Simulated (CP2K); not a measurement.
Converging the cutoff of the density grid: CaC₂ (I4mm, 3 atoms in the cell)

```xyz
3
Lattice="4.2325 0.0000 0.0000 0.6611 4.1806 0.0000 -2.4468 -2.0903 2.7492" Properties=species:S:1:pos:R:3 pbc="T T T"
Ca     0.0380     0.0325     0.0000
C      2.9259     2.4995     0.0000
C      1.9678     1.6811     0.0000
```

Level of theory: PBEsol, GPW, DZVP-MOLOPT-SR-GTH basis, GTH-PBE potentials (GTH_POTENTIALS) in CP2K 2026.2.

Base settings: CUTOFF = 500 Ry; REL_CUTOFF = 60 Ry; SMEAR/METHOD = FERMI_DIRAC; ELECTRONIC_TEMPERATURE = 580.23 K; KPOINTS/SCHEME = MONKHORST-PACK 3 3 3; XC_FUNCTIONAL = PBE:PBESOL; Ca/BASIS_SET = DZVP-MOLOPT-SR-GTH-q10; Ca/POTENTIAL = GTH-PBE-q10; C/BASIS_SET = DZVP-MOLOPT-SR-GTH-q4; C/POTENTIAL = GTH-PBE-q4.

The second cell is the first with its lattice scaled by 0.98.

The mesh stays at the base's, so the ladder's end is converged at best in this setting alone.

Only quantities that move along the ladder and can be compared are tabulated; the gap is left out on so coarse a mesh.

The starting cell comes from a database of computed structures (which also holds hypothetical and non-ambient phases and stackings), without a prior relaxation at this level. Its lattice was rescaled by up to half a per cent. One atom was moved a little off its site on purpose. Values carry the incompleteness of an atom-centred basis. The potentials were made for another functional than the one used.

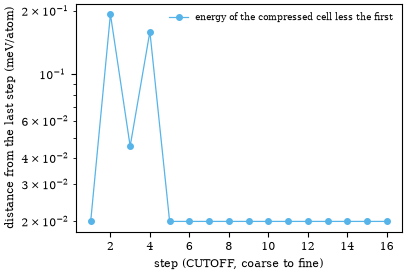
Figure. Distance from the last step along the ladder; very small values are drawn at a floor.

| CUTOFF | energy of the compressed cell less the first (meV/atom) | largest difference of a force vector from the last step's (eV/Å) |
|---|---|---|
| 180 Ry | 4.87 | 0.004 |
| 200 Ry | 5.04 | 0.022 |
| 220 Ry | 4.89 | 0.022 |
| 250 Ry | 4.69 | 0.006 |
| 280 Ry | 4.86 | 0.006 |
| 300 Ry | 4.86 | 0.006 |
| 350 Ry | 4.85 | 0.001 |
| 400 Ry | 4.85 | 0.000 |
| 450 Ry | 4.86 | 0.001 |
| 500 Ry | 4.85 | 0.001 |
| 550 Ry | 4.85 | 0.001 |
| 600 Ry | 4.85 | 0.000 |
| 680 Ry | 4.85 | 0.001 |
| 750 Ry | 4.85 | 0.001 |
| 880 Ry | 4.85 | 0.000 |
| 1000 Ry | 4.85 | 0.000 |
| 1200 Ry | 4.85 | 0.000 |

Coarsest CUTOFF that holds the forces within 0.01 eV/Å of the last step, with all finer ones: 250 Ry; the step before is off by 0.022 eV/Å.
